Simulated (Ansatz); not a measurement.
```xyz
11

Si   -1.0543    1.2117   -1.5585
C     1.1662   -1.2197    1.4710
H    -1.9232    2.3584   -1.8811
H     0.2214    1.2305   -2.3145
Cl   -2.0311   -0.5272   -2.1643
H     1.6024   -0.2151    1.5100
O    -0.8239    1.2551    0.0742
H     1.7405   -1.8739    2.1329
H     1.2139   -1.6115    0.4502
H     0.1272   -1.1984    1.8139
H    -0.2389    0.5902    0.4661
```

Method: UKS B3LYP/6-31G* (Ansatz).

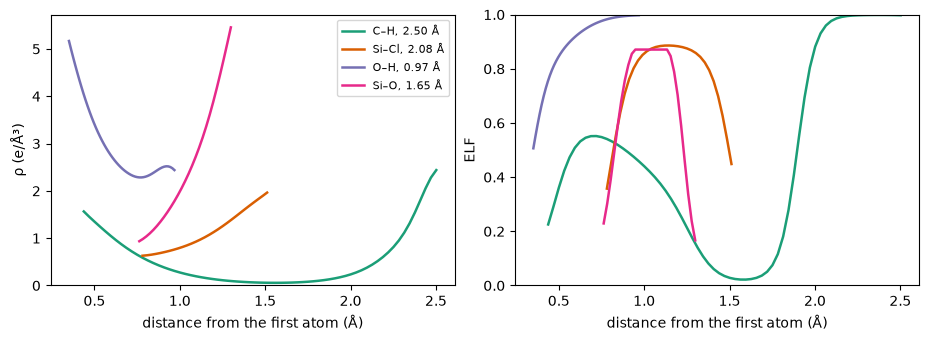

ClH₃OSi···CH₄. Total electron density and ELF along straight lines between neighbouring atoms. The curves leave out the atomic cores.

Question: Compare the contacts.

Answer: C2···H11 (2.50 Å): the density falls to about 0.06 e/Å³ on the way; the ELF dips to about 0 between them.
Si–Cl (2.08 Å): the density is about 0.85 e/Å³ at the midpoint; the ELF peaks at about 0.90 between the atoms (a shared but strongly polarised pair).
O–H (0.97 Å): ρ is about 3.6 e/Å³ halfway; the ELF climbs to about 1 towards the hydrogen, as it does in any bond to H; an ordinary covalent bond to hydrogen.
Si–O (1.65 Å): ρ is about 1.1 e/Å³ halfway; the ELF peaks at about 0.85 between the atoms (a shared but strongly polarised pair).
